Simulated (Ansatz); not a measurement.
# GaSiH4OF (SMILES [F][GaH][O][SiH3]): PBE/6-31G(d) (spherical functions)

Aim: the energy change on altering one bond length of GaSiH4OF at PBE/6-31G* (spherical functions), from 2 runs. 

Program for the calculation: Ansatz 0.2.0.

130 further runs of the same task are left out: 3 that didn't finish, 127 set aside as unsound or not needed.

## 1. Starting point

GaSiH4OF: 8 atoms, total charge 0, spin state singlet. As SMILES, `[F][GaH][O][SiH3]`. The coordinates come from a PBE0-D4/def2-TZVP relaxation. This is one conformer, not always the lowest.

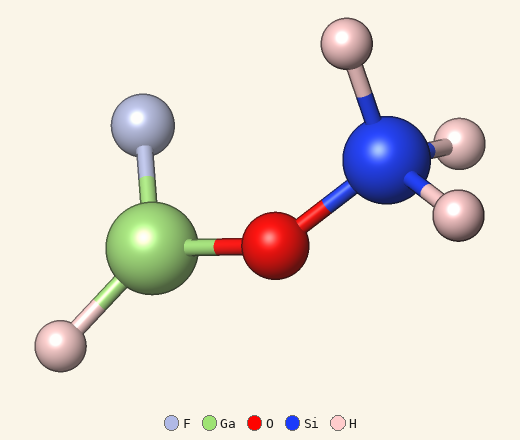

The structure, seen from a chosen angle (fluorine light blue, gallium green, oxygen red, silicon blue, hydrogen pink).

## 2. The energy at PBE/6-31G(d) (spherical functions)

File run.yaml:

```yaml
crystal:
  periodic: [false, false, false]
  atoms:
    - symbol: F
      position_ang: [0.857100, 1.472000, 1.846200]
    - symbol: Ga
      position_ang: [1.323900, 1.220200, 0.177500]
    - symbol: O
      position_ang: [0.322200, 0.024800, -0.644000]
    - symbol: Si
      position_ang: [-0.952800, -0.945800, -0.299100]
    - symbol: H
      position_ang: [2.493100, 1.984200, -0.463100]
    - symbol: H
      position_ang: [-1.287500, -1.717200, -1.523200]
    - symbol: H
      position_ang: [-0.618600, -1.894300, 0.796900]
    - symbol: H
      position_ang: [-2.137300, -0.143800, 0.108800]
basis:
  gaussian:
    orbitals: 6-31G_st_-spherical.json
hamiltonian:
  xc: {name: PBE}
accuracy: high
output:
  orbitals: {seedname: orbitals}
```

The basis set 6-31G* is read from a file made from the Basis Set Exchange's data (not shown).

The run is started by

```bash
$ ansatz run run.yaml --threads 1 --pin off --max-ram 3480MiB --events-out events.jsonl --progress --plain --runs-dir runs
```

Standard output:

```text
Warning: RAYON_NUM_THREADS=1 ignored (pool sized by the plan → 1); use --threads N
Functional definition: PBE
  name "PBE"
  parameter kappa = 0.804
  parameter beta = 0.06672455060314922
  exchange = pbe_x(kappa = kappa, mu = beta*pi^2/3)
  correlation = pbe_c(beta = beta)
1863 factors; integrals over basis functions are off by at most 4.5e-9 eV
mean field evaluation 1: about -65052.6837 eV, gradient 7.3e1 eV
mean field evaluation 2: about -64971.6871 eV, gradient 2.0e2 eV
mean field evaluation 4: about -65060.7246 eV, gradient 2.5e1 eV
mean field evaluation 8: about -65061.7086 eV, gradient 5.0e-1 eV
mean field evaluation 16: about -65061.6996 eV, gradient 3.4e-5 eV
mean field -65061.69962028 eV, -2390.9733606415 hartree, gradient 1.5e-8 eV, S^2 0.000000; 0 other end points of the search recorded, 0 dependent functions left out
reference -65061.69962507 eV, -2390.9733608174 hartree; 33, 33 occupied and 53, 53 virtual orbitals, 1863 factors
Total energy: -65061.69962507 eV, -2390.9733608174 hartree
```

It took 7.2 s on 1 thread of Intel Xeon Platinum 8488C (Sapphire Rapids), shared host; peak memory 0.24 GiB.

## 3. The distorted shape

File input.yaml:

```yaml
crystal:
  periodic: [false, false, false]
  atoms:
    - {symbol: F, position_ang: [1.048378, 1.617611, 1.794457]}
    - {symbol: Ga, position_ang: [1.515178, 1.365811, 0.125757]}
    - {symbol: O, position_ang: [0.513478, 0.170411, -0.695743]}
    - {symbol: Si, position_ang: [-0.952800, -0.945800, -0.299100]}
    - {symbol: H, position_ang: [2.684378, 2.129811, -0.514843]}
    - {symbol: H, position_ang: [-1.287500, -1.717200, -1.523200]}
    - {symbol: H, position_ang: [-0.618600, -1.894300, 0.796900]}
    - {symbol: H, position_ang: [-2.137300, -0.143800, 0.108800]}
basis:
  gaussian:
    orbitals: 6-31G_st_-spherical.json
hamiltonian:
  xc: pbe
accuracy: high
output: {orbitals: {seedname: orbitals}}
```

The basis set 6-31G* is read from a file made from the Basis Set Exchange's data (not shown).

The run is started by

```bash
$ ansatz run input.yaml --threads 1 --pin off --max-ram 3480MiB --events-out events.jsonl --progress --plain --runs-dir runs
```

Standard output, cut to the lines that bear on the results:

```text
Warning: RAYON_NUM_THREADS=1 ignored (pool sized by the plan → 1); use --threads N
[... 6 set-up lines as earlier in the session ...]
1853 factors; integrals over basis functions are off by at most 7.0e-9 eV
mean field evaluation 1: about -65052.1137 eV, gradient 7.3e1 eV
mean field evaluation 2: about -64952.3676 eV, gradient 2.0e2 eV
mean field evaluation 4: about -65060.5834 eV, gradient 2.0e1 eV
mean field evaluation 8: about -65061.2748 eV, gradient 5.6e-1 eV
mean field evaluation 16: about -65061.2661 eV, gradient 1.0e-4 eV
mean field -65061.26612130 eV, -2390.9574298477 hartree, gradient 9.6e-8 eV, S^2 0.000000; 0 other end points of the search recorded, 0 dependent functions left out
reference -65061.26612611 eV, -2390.9574300243 hartree; 33, 33 occupied and 53, 53 virtual orbitals, 1853 factors
Total energy: -65061.26612611 eV, -2390.9574300243 hartree
```

Run time: 9.9 s. Hardware: 1 thread of Intel Xeon Platinum 8488C (Sapphire Rapids), shared host; peak memory 0.24 GiB.

## 4. Summary of results

At PBE/6-31G* (spherical functions):

```
                                                          quantity           value
                                         first shape: total energy  -2390.97336 Eh
                                          first shape: HOMO energy        -7.23 eV
                                          first shape: LUMO energy        -1.84 eV
                                        first shape: HOMO–LUMO gap         5.39 eV
                                     distorted shape: total energy  -2390.95743 Eh
                                      distorted shape: HOMO energy        -7.01 eV
                                      distorted shape: LUMO energy        -1.67 eV
                                    distorted shape: HOMO–LUMO gap         5.33 eV
energy change with the O3–Si4 bond stretched from 1.639 to 1.885 Å        0.433 eV
```

**Reading.** With the O3–Si4 bond stretched from 1.639 to 1.885 Å the energy rises by 0.43 eV (10.0 kcal/mol). The first shape isn't relaxed at this level, so the change isn't measured from a minimum.
